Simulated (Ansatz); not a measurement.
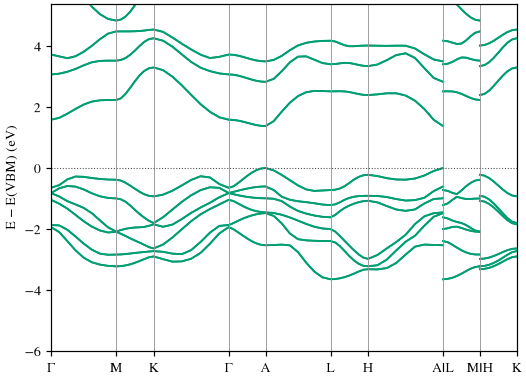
Band structure from PBE+D3(BJ) with spin–orbit coupling in the plane-wave PAW code Ansatz

**Question.** Read off the gap and where the band edges lie.

**Answer.** About 1.4 eV (1.37 eV by a search for the band edges); maximum at A, minimum at A.

The material is PbI2 (CdI2 type, P-3m1).

The cell was relaxed with PBE+D3(BJ) under the symmetry of its start; of distortions, only those at the zone centre were tested.

Potentials: the later of the program's two PAW sets.
